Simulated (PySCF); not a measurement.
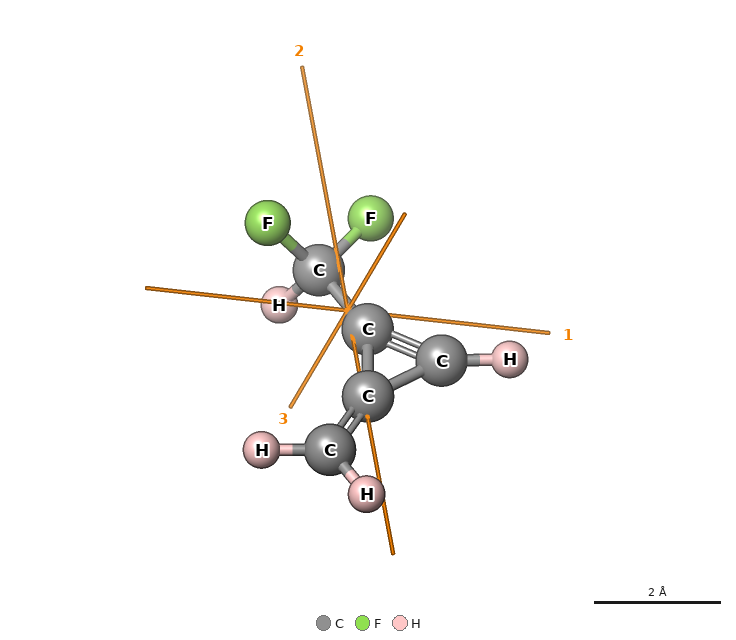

The three principal axes of inertia are drawn and numbered. Distant atoms are faded towards the background colour. The computed structure is the end point of a PBE0-D3(BJ)/def2-SVP optimisation. No frequency run is at hand to confirm it as a minimum. Masses are those of the most abundant isotopes; constants are for the rigid equilibrium geometry.

### Which line is the a axis (least moment of inertia), which b and which c?

a is line 2, b is line 1, c is line 3; the moments are 88.1, 297, 369 u Å².

### What kind of rotor is it, and what are its rotational constants in MHz?

An asymmetric top (C1): A = 5736, B = 1699, C = 1368 MHz. Ray's parameter κ is −0.85, nearer the prolate limit.
